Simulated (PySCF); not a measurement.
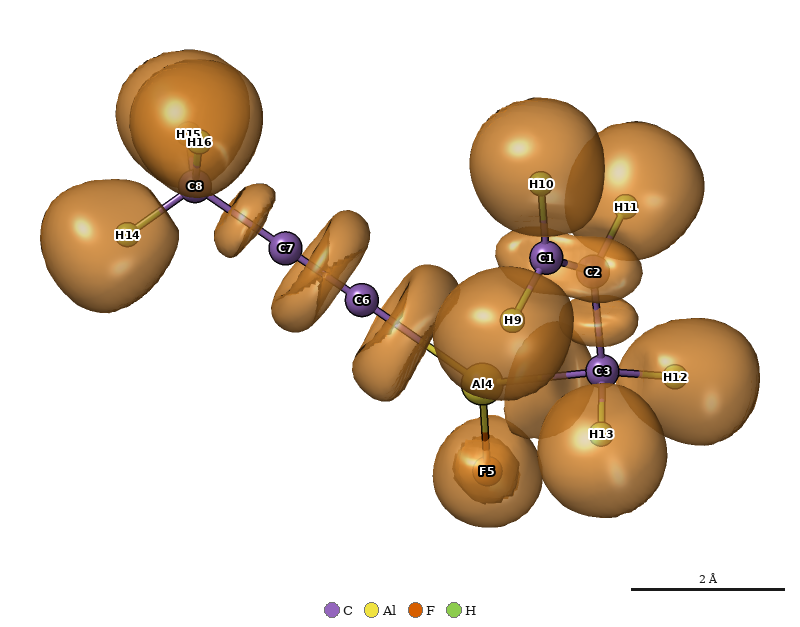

C₆H₈AlF (SMILES C=C[CH2][Al]([F])[C]#CC). Isosurface of the ELF at 0.8 (orange), seen at an oblique angle. Only the valence region is drawn (cores and ρ < 0.01 e/Å³ removed).

Geometry: GFN2-xTB.

All numbers below come from PBE0/def2-SVPD, SCF density, gas phase in PySCF 2.14.0.

```xyz
16

C    -2.0953    1.2100    0.0247
C    -2.1426   -0.0881    0.2823
C    -2.0257   -1.1611   -0.7405
Al   -0.0787   -1.6528   -0.8724
F     0.3179   -3.0775   -1.6151
C     1.3320   -0.5306   -0.1839
C     2.2189    0.1863    0.2303
C     3.2702    1.0442    0.7307
H    -1.9828    1.5819   -0.9811
H    -2.1730    1.9490    0.8032
H    -2.2473   -0.4233    1.3076
H    -2.6439   -2.0278   -0.4766
H    -2.3798   -0.7971   -1.7133
H     4.0115    1.2186   -0.0492
H     3.7597    0.5762    1.5849
H     2.8513    2.0010    1.0427
```

### What do the ELF domains correspond to?

At this value the surface marks out one region between bonded Al–C atoms (shared pairs), four regions between bonded C–C atoms (shared pairs), eight regions around hydrogen nuclei, one lobe of the valence shell of C pointing towards Al (polar bonds) and one region wrapped around F (its valence shell).

Values along the shortest contacts:
C–C (1.21 Å): the ELF peaks at about 0.85 between the atoms (a multiple bond). Al–F (1.65 Å): the ELF peaks at about 0.85 in the valence shell of F, 0.6 Å from its nucleus, and is about 0.25 at the midpoint.
